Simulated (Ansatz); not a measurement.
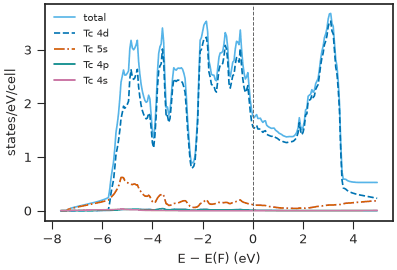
Figure: Total and projected density of states of Tc (hcp (Mg type), P6_3/mmc), PBEsol in the plane-wave PAW code Ansatz

Question: Which orbitals carry the states next to the Fermi level?

Answer: Within 0.5 eV of the Fermi level: Tc 4d 89 %, Tc 5s 6 %. Projections are on Löwdin-orthogonalised atomic valence shells; empty p or d shells of many metals are not among them.

Question: Where is the tallest occupied peak in this window, and what makes it?

Answer: Near -1.9 eV, about 3.5 states/eV per cell; the largest projected share is Tc 4d.

Symmetry was held in the PBEsol relaxation. The run is not spin-polarised. Spin–orbit coupling is left out wherever it is not named.

Potentials: the later of the program's two PAW sets.
